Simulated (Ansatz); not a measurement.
# InF (SMILES [F][In]): levels of theory compared

Aim: a comparison of 6 runs (SVWN5/STO-3G, revPBE/STO-3G, MP2/STO-3G, BCCD(T)/STO-3G, CCSDT(Q)/STO-3G, CCSD(T)/STO-3G) of InF. 

Program for the calculation: Ansatz 0.2.0.

45 further runs of the same task are left out: 5 that didn't finish, 40 set aside as unsound or not needed.

### 1 The system as given

InF has 2 atoms, charge 0, and is taken as a singlet. As SMILES, `[F][In]`. The In2–F1 distance was set to 4.051 Å, away from the relaxed value.

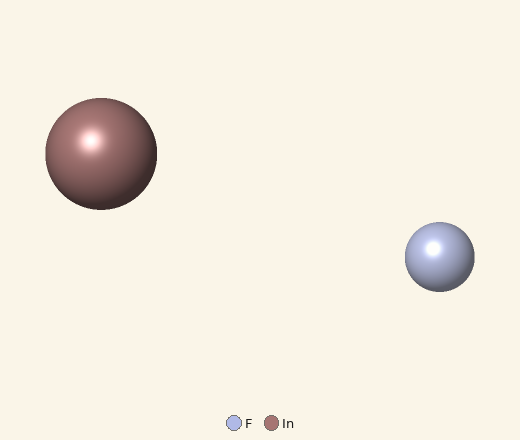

Viewed from a chosen angle; fluorine light blue, indium brown.

### 2 The energy at SVWN5/STO-3G (run 1)

The input, job.yaml:

```yaml
crystal:
  periodic: [false, false, false]
  atoms:
    - {symbol: F, position_ang: [0.000000, 0.000000, -2.025510]}
    - {symbol: In, position_ang: [0.000000, 0.000000, 2.025490]}
basis:
  gaussian: {orbitals: STO-3G}
hamiltonian: {xc: {name: SVWN5}}
accuracy: high
```

Command:

```sh
ansatz run job.yaml --threads 1 --pin off --max-ram 2610MiB --events-out events.jsonl --progress --plain --runs-dir runs
```

The log of the run:

```text
Warning: RAYON_NUM_THREADS=1 ignored (pool sized by the plan → 1); use --threads N
Functional definition: SVWN5
  name "SVWN5"
  exchange = slater_x
  correlation = vwn5_c
538 factors; integrals over basis functions are off by at most 6.8e-9 eV
mean field evaluation 1: about -157183.8974 eV, gradient 4.9e0 eV
mean field evaluation 2: about -156848.2337 eV, gradient 8.6e0 eV
mean field evaluation 4: about -157163.5968 eV, gradient 5.7e1 eV
mean field evaluation 8: about -157191.8963 eV, gradient 3.7e0 eV
mean field evaluation 16: about -157191.9830 eV, gradient 1.7e-8 eV
mean field evaluation 32: about -157191.9405 eV, gradient 6.8e-1 eV
mean field evaluation 64: about -157145.0455 eV, gradient 5.9e1 eV
mean field -157191.98299167 eV, -5776.6988263908 hartree, gradient 1.7e-8 eV, S^2 0.000000; 5 other end points of the search recorded, 0 dependent functions left out
reference -157191.98299322 eV, -5776.6988264478 hartree; 29, 29 occupied and 3, 3 virtual orbitals, 538 factors
Total energy: -157191.98299322 eV, -5776.6988264478 hartree
```

It took 1.5 s on 1 thread of Arm Neoverse V2, shared host.

### 3 The energy at revPBE/STO-3G (run 2)

The input, input.yaml:

```yaml
crystal:
  periodic: [false, false, false]
  atoms:
    - {symbol: F, position_ang: [0.000000, 0.000000, -2.025510]}
    - {symbol: In, position_ang: [0.000000, 0.000000, 2.025490]}
basis:
  gaussian:
    orbitals: STO-3G
hamiltonian:
  xc: {name: revPBE}
accuracy: high
```

Command:

```sh
ansatz run input.yaml --threads 1 --pin off --max-ram 2610MiB --events-out events.jsonl --progress --plain --runs-dir runs
```

The log of the run:

```text
Warning: RAYON_NUM_THREADS=1 ignored (pool sized by the plan → 1); use --threads N
Functional definition: revPBE
  name "revPBE"
  parameter kappa = 1.245
  parameter beta = 0.06672455060314922
  exchange = pbe_x(kappa = kappa, mu = beta*pi^2/3)
  correlation = pbe_c(beta = beta)
538 factors; integrals over basis functions are off by at most 6.8e-9 eV
mean field evaluation 1: about -157345.2913 eV, gradient 4.6e0 eV
mean field evaluation 2: about -157008.2802 eV, gradient 8.6e0 eV
mean field evaluation 4: about -157344.4228 eV, gradient 9.1e0 eV
mean field evaluation 8: about -157352.9920 eV, gradient 3.6e0 eV
mean field evaluation 16: about -157353.0674 eV, gradient 2.9e-8 eV
mean field evaluation 32: about -157353.0299 eV, gradient 1.3e-1 eV
mean field evaluation 64: about -157343.4728 eV, gradient 6.7e1 eV
mean field -157353.06741438 eV, -5782.6185697387 hartree, gradient 2.9e-8 eV, S^2 0.000000; 6 other end points of the search recorded, 0 dependent functions left out
reference -157353.06741638 eV, -5782.6185698119 hartree; 29, 29 occupied and 3, 3 virtual orbitals, 538 factors
Total energy: -157353.06741638 eV, -5782.6185698119 hartree
```

Wall time 2.6 s (1 thread of Arm Neoverse V2, shared host); peak memory 0.09 GiB.

Runs 3 to 5 aren't shown in full; the table further down has their settings and results.

### 4 A single-point energy at CCSD(T)/STO-3G (run 6)

The input, run.yaml:

```yaml
crystal:
  periodic: [false, false, false]
  atoms:
    - {symbol: F, position_ang: [0.000000, 0.000000, -2.025510]}
    - {symbol: In, position_ang: [0.000000, 0.000000, 2.025490]}
basis:
  gaussian: {orbitals: STO-3G}
accuracy: high
scf: {omitted_lower_state_checks: [cluster_reference, increment]}
correlation: {method: ccsd_t, frozen_orbitals: {F: 1, In: 18}}
```

Command:

```sh
ansatz run run.yaml --threads 1 --pin off --max-ram 2610MiB --events-out events.jsonl --progress --plain --runs-dir runs
```

The log of the run, cut to the lines that bear on the results:

```text
Warning: RAYON_NUM_THREADS=1 ignored (pool sized by the plan → 1); use --threads N
Functional definition: HF
  name "HF"
[...]
538 factors; integrals over basis functions are off by at most 6.8e-9 eV
[...]
mean field -157297.18052029 eV, -5780.5647642623 hartree, gradient 1.9e-8 eV, S^2 0.000000; 4 other end points of the search recorded, 0 dependent functions left out; unrestricted orbitals would lower it
19 core orbitals not correlated: weight in the atoms' cores, before any rotation towards them, 1.000 or more for the frozen orbitals, at most 0.000 for the correlated occupied ones
reference -157297.18052029 eV, -5780.5647642623 hartree; 10, 10 occupied and 3, 3 virtual orbitals, 538 factors
second order -4.52959743 eV of doubles, -0.00000000 eV of singles
cycle   1  -2.13414251 eV  change   -8.8e-1 eV  update   1.6e-1
[...]
cycle  33  -6.15475905 eV  change   3.9e-10 eV  update  9.9e-11
perturbative correction -0.00457186 eV, -0.0001680127 hartree
WARN: these amplitudes may be one of several solutions (largest doubles amplitude 1.15, level shift 13.17 eV)
Total energy: -157303.33985120 eV, -5780.7911154982 hartree
Checks for a lower state left out: cluster_reference, increment
```

Wall time 0.64 s (1 thread of Arm Neoverse V2, shared host).

### 5 The series

```csv
run,level,frozen core orbitals,energy (Eh),wall time
1,SVWN5/STO-3G,–,-5776.698826,1.5 s
2,revPBE/STO-3G,–,-5782.618570,2.6 s
3,MP2/STO-3G,19,-5780.731224,0.76 s
4,BCCD(T)/STO-3G,19,-5780.791373,0.7 s
5,CCSDT(Q)/STO-3G,19,-5780.790126,1.2 s
6,CCSD(T)/STO-3G,19,-5780.791115,0.64 s
```

### 6 Summary of results

| quantity | value |
| --- | --- |
| run 6: total energy | -5780.79112 Eh |
| run 6: correlation energy (19 core orbitals frozen) | -226.4 mEh |
| run 6: (T) correction | -0.17 mEh |
| run 6: T1 diagnostic | 0.105 |

In words: Totals of different functionals can't be ranked against each other. In run 6 the T1 diagnostic is large, so a single reference may not serve. In runs 3, 4, 5, 6 the log says that unrestricted orbitals would lower the reference, so the values rest on an unstable closed-shell determinant (other closed-shell runs at this shape may share the fault). In runs 1, 2, 3, 4, 5, 6 the basis is minimal, so the values are rough. In runs 1, 2, 3, 4, 5, 6 relativity is left out where basis or elements ask for it. All runs together took 7.5 s, the longest 2.6 s.
